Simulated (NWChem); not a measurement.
**triplet C5H6: levels of theory compared**

We compute a comparison of 5 runs (U-revPBE/cc-pVDZ, UBLYP/cc-pVDZ, UPBE/cc-pVDZ, USVWN5/cc-pVDZ, UTPSS/cc-pVDZ) of triplet C5H6. 

The calculation is run with NWChem 7.3.0.

## Step 1: Starting point

C5H6 has 11 atoms, charge 0, and is taken as a triplet. SMILES of the parent species: `C#C/C=C/C`. Geometry: relaxed at PBE0-D4/def2-TZVP. That shape belongs to the parent species and isn't relaxed for this state.

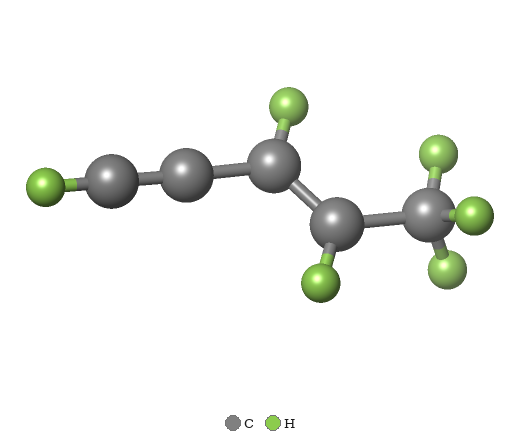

Viewed from a chosen angle; carbon grey, hydrogen green.

## Step 2: A single-point energy at U-revPBE/cc-pVDZ (run 1)

Input file struct.nw:

```
start struct
memory total 2200 mb
geometry noautosym nocenter noautoz
C    -1.516600    1.700600    2.003600
C    -0.739100    1.143700    1.272900
C     0.204200    0.511000    0.426200
C    -0.092900   -0.483100   -0.413900
C     0.889700   -1.151100   -1.304600
H    -2.210500    2.187700    2.646400
H     1.227200    0.877200    0.483800
H    -1.121000   -0.834000   -0.456000
H     1.889700   -0.729500   -1.189400
H     0.593600   -1.055200   -2.354300
H     0.941200   -2.224300   -1.094000
end
basis spherical bse
* library cc-pVDZ
end
dft
xc revpbe cpbe96
mult 3
grid fine
convergence energy 1e-08
maxiter 100
mulliken
end
task dft energy
```

Command:

```
$ nwchem struct.nw > struct.out
```

Standard output:

```text
[...]
          Wavefunction type:  spin polarized.
          No. of atoms     :    11
          No. of electrons :    36
[...]
          Charge           :     0
          Spin multiplicity:     3
[...]
          AO basis - number of functions:   100
[...]
              XC Information
              --------------
                        RevPBE Exchange Functional  1.000
            Perdew 1991 LDA Correlation Functional  1.000 local
           PerdewBurkeErnz. Correlation Functional  1.000 non-local
[...]
 d= 0,ls=0.0,diis     1   -193.8318164859 -3.33D+02  4.73D-03  1.04D-01     8.6
[...]
 d= 0,ls=0.0,diis    14   -193.8807227952 -2.58D-10  1.04D-07  1.04D-10    80.0
[...]
         Total DFT energy =     -193.880722795195
      One electron energy =     -533.753289922027
           Coulomb energy =      230.419477267889
    Exchange-Corr. energy =      -29.292048033228
 Nuclear repulsion energy =      138.745137892171
[...]
      Total Density - Mulliken Population Analysis
     ---------------------------------------------
    Atom       Charge   Shell Charges
 -----------   ------   -------------------------------------------------------
    1 C    6     6.42   2.01  0.65  0.97  2.03  0.73  0.03
    2 C    6     5.47   2.01  0.68  0.38  2.05  0.28  0.06
    3 C    6     6.10   2.02  0.67  0.50  2.10  0.74  0.07
    4 C    6     6.07   2.01  0.66  0.50  2.10  0.72  0.07
    5 C    6     5.97   2.02  0.66  0.32  2.13  0.80  0.05
    6 H    1     1.04   0.74  0.27  0.03
    7 H    1     1.00   0.76  0.21  0.03
    8 H    1     1.03   0.76  0.24  0.03
    9 H    1     0.99   0.76  0.20  0.03
   10 H    1     0.96   0.75  0.18  0.03
[...]
      <S2> =      2.0079 (Exact =     2.0000)
[...]
```

Wall time 81 s (1 thread of Intel Xeon Platinum 8259CL at 2.50GHz (Skylake/Cascade Lake), shared host); peak memory 0.12 GiB.

## Step 3: A single-point energy at UBLYP/cc-pVDZ (run 2)

Input file mymol.nw:

```
START mymol
TITLE "C5H6 energy"
memory total 2200 mb

GEOMETRY units angstrom noautosym nocenter noautoz
  C     -1.516600     1.700600     2.003600
  C     -0.739100     1.143700     1.272900
  C      0.204200     0.511000     0.426200
  C     -0.092900    -0.483100    -0.413900
  C      0.889700    -1.151100    -1.304600
  H     -2.210500     2.187700     2.646400
  H      1.227200     0.877200     0.483800
  H     -1.121000    -0.834000    -0.456000
  H      1.889700    -0.729500    -1.189400
  H      0.593600    -1.055200    -2.354300
  H      0.941200    -2.224300    -1.094000
END

BASIS spherical bse
  C library cc-pVDZ
  H library cc-pVDZ
END

DFT
  xc becke88 lyp
  mult 3
  grid fine
  convergence energy 1e-08
  iterations 100
  mulliken
END

TASK dft energy
```

Command:

```
$ nwchem mymol.nw > mymol.out
```

Standard output:

```text
[...]
          Wavefunction type:  spin polarized.
          No. of atoms     :    11
          No. of electrons :    36
[...]
          Charge           :     0
          Spin multiplicity:     3
[...]
          AO basis - number of functions:   100
[...]
              XC Information
              --------------
                    Becke 1988 Exchange Functional  1.000
              Lee-Yang-Parr Correlation Functional  1.000
[...]
 d= 0,ls=0.0,diis     1   -193.7753590018 -3.33D+02  6.13D-03  1.25D-01     8.4
[...]
 d= 0,ls=0.0,diis    13   -193.8316134446 -9.54D-09  2.23D-07  1.59D-10    71.0
[...]
         Total DFT energy =     -193.831613444644
      One electron energy =     -533.784660843250
           Coulomb energy =      230.453757593600
    Exchange-Corr. energy =      -29.245848087165
 Nuclear repulsion energy =      138.745137892171
[...]
      Total Density - Mulliken Population Analysis
     ---------------------------------------------
    Atom       Charge   Shell Charges
 -----------   ------   -------------------------------------------------------
    1 C    6     6.46   2.02  0.65  0.98  2.05  0.74  0.03
    2 C    6     5.43   2.01  0.68  0.36  2.06  0.25  0.06
    3 C    6     6.06   2.02  0.67  0.44  2.13  0.74  0.07
    4 C    6     6.04   2.02  0.67  0.46  2.12  0.71  0.06
    5 C    6     5.92   2.02  0.67  0.26  2.15  0.77  0.05
    6 H    1     1.06   0.74  0.29  0.03
    7 H    1     1.03   0.76  0.24  0.03
    8 H    1     1.06   0.76  0.26  0.03
    9 H    1     1.00   0.76  0.22  0.03
   10 H    1     0.98   0.75  0.20  0.03
[...]
      <S2> =      2.0062 (Exact =     2.0000)
[...]
```

Wall time 72 s (1 thread of Intel Xeon Platinum 8259CL at 2.50GHz (Skylake/Cascade Lake), shared host); peak memory 0.12 GiB.

Runs 3 to 4 aren't shown in full; the table further down has their settings and results.

## Step 4: The energy at UTPSS/cc-pVDZ (run 5)

Input file geom.nw:

```
start geom
memory 2200 mb
charge 0

geometry units angstrom noautosym nocenter noautoz
  C    -1.516600    1.700600    2.003600
  C    -0.739100    1.143700    1.272900
  C     0.204200    0.511000    0.426200
  C    -0.092900   -0.483100   -0.413900
  C     0.889700   -1.151100   -1.304600
  H    -2.210500    2.187700    2.646400
  H     1.227200    0.877200    0.483800
  H    -1.121000   -0.834000   -0.456000
  H     1.889700   -0.729500   -1.189400
  H     0.593600   -1.055200   -2.354300
  H     0.941200   -2.224300   -1.094000
end

basis spherical bse
  * library cc-pVDZ
end

dft
  xc xtpss03 ctpss03
  mult 3
  grid fine
  convergence energy 1e-08
  maxiter 100
  mulliken
end

task dft energy
```

Command:

```
$ nwchem geom.nw > geom.out
```

Standard output:

```text
[...]
          Wavefunction type:  spin polarized.
          No. of atoms     :    11
          No. of electrons :    36
[...]
          Charge           :     0
          Spin multiplicity:     3
[...]
          AO basis - number of functions:   100
[...]
              XC Information
              --------------
                  TPSS metaGGA Exchange Functional  1.000
             TPSS03 metaGGA Correlation Functional  1.000
[...]
 d= 0,ls=0.0,diis     1   -193.9226338029 -3.33D+02  4.30D-03  8.61D-02     9.0
[...]
 d= 0,ls=0.0,diis    14   -193.9732591432 -8.10D-10  1.60D-07  2.72D-10   101.0
[...]
         Total DFT energy =     -193.973259143248
      One electron energy =     -533.777955217999
           Coulomb energy =      230.467075575315
    Exchange-Corr. energy =      -29.407517392736
 Nuclear repulsion energy =      138.745137892171
[...]
      Total Density - Mulliken Population Analysis
     ---------------------------------------------
    Atom       Charge   Shell Charges
 -----------   ------   -------------------------------------------------------
    1 C    6     6.43   2.01  0.66  0.95  2.03  0.75  0.03
    2 C    6     5.51   2.01  0.69  0.38  2.05  0.31  0.06
    3 C    6     6.10   2.01  0.67  0.48  2.10  0.76  0.08
    4 C    6     6.08   2.01  0.67  0.50  2.10  0.73  0.07
    5 C    6     5.98   2.01  0.67  0.31  2.12  0.82  0.05
    6 H    1     1.02   0.74  0.24  0.03
    7 H    1     0.99   0.76  0.20  0.03
    8 H    1     1.02   0.77  0.22  0.03
    9 H    1     0.98   0.76  0.19  0.03
   10 H    1     0.96   0.75  0.17  0.03
[...]
      <S2> =      2.0112 (Exact =     2.0000)
[...]
```

Run time: 1.7 min. Hardware: 1 thread of Intel Xeon Platinum 8259CL at 2.50GHz (Skylake/Cascade Lake), shared host; peak memory 0.12 GiB.

## Step 5: The series

```
run             level  energy (Eh)  dipole moment (D)  HOMO energy (eV)   ⟨S²⟩  wall time
  1  U-revPBE/cc-pVDZ  -193.880723               0.41             -2.10  2.008       81 s
  2     UBLYP/cc-pVDZ  -193.831613               0.36             -1.90  2.006       72 s
  3      UPBE/cc-pVDZ  -193.664487               0.43                 –  2.007       81 s
  4    USVWN5/cc-pVDZ  -192.090092               0.50             -2.11  2.004       42 s
  5     UTPSS/cc-pVDZ  -193.973259               0.36             -2.19  2.011    1.7 min
```

## Step 6: Results

| quantity | value |
| --- | --- |
| run 5: total energy | -193.97326 Eh |
| run 5: dipole moment | 0.36 D |
| run 5: HOMO energy (highest over α and β) | -2.19 eV |
| run 5: ⟨S²⟩ | 2.011 |

What this shows: The dipole moment (its size) runs from 0.36 D (UTPSS/cc-pVDZ) to 0.50 D (USVWN5/cc-pVDZ). Totals of different functionals can't be ranked against each other. All runs together took 6.3 min, the longest 1.7 min.
